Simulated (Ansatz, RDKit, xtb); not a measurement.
**Isomers of BSi4H11, a sample narrowed down**

A sample of isomers of BSi4H11 is drawn. Aim: find which of them has the lowest free energy at 298.15 K, then its properties. The sample is small against all isomers, and the most stable one of this formula need not be in it.

Plan: many cheap relaxations first (GFN2-xTB), then density-functional screening, relaxation at B3LYP-D3(BJ)/def2-SVP, vibrations (at GFN2-xTB) and a final energy. The numbers are computed, not measured.

**1. Possible bonding patterns**

Isomers were taken from a list of plausible structures; this is a sample, not all of them. That gives 4 candidates.

| label | SMILES | spin |
| --- | --- | --- |
| c348 | B[SiH2][SiH2][SiH2][SiH3] | singlet |
| c429 | B[Si]([SiH3])([SiH3])[SiH3] | singlet |
| c658 | B[Si@@H]([SiH3])[SiH2][SiH3] | singlet |
| c949 | B[SiH2][SiH]([SiH3])[SiH3] | singlet |

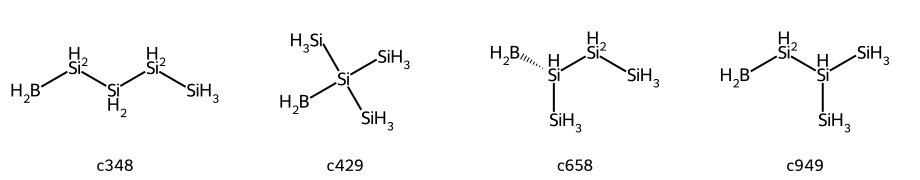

Structural formulas of the candidates.

Candidates are built by distance geometry, with a force field where one applies, in up to four conformers (letters a to d).

**Question.** With final energies at CCSD(T)/def2-SVP + MP2/def2-TZVPP - MP2/def2-SVP, which structure will this search put lowest in free energy, and by what margin?

| quantity | value |
| --- | --- |
| lowest structure found | B[Si]([SiH3])([SiH3])[SiH3], singlet |
| next finalist | B[SiH2][SiH]([SiH3])[SiH3], singlet, 2.2 kcal/mol higher in G |
| share at equilibrium, among the finalists | 96.3 % |

`B[Si]([SiH3])([SiH3])[SiH3]` comes out lowest. The margin, 2.2 kcal/mol, is modest. HF/STO-3G, r2SCAN-D4/def2-SVP, B3LYP-D3(BJ)/def2-SVP, HF/def2-SVP and MP2/def2-SVP already put its bonding pattern lowest among the structures in one piece; GFN2-xTB favours the singlet B[SiH2][SiH]([SiH3])[SiH3]. 4 minima inside the window were never screened. The search is not exhaustive (a finite list of starts, one conformer a finalist), so a lower isomer can't be ruled out. Only 4 drawn patterns were tried, so whole families of isomers are missing, and the result ranks this sample alone.
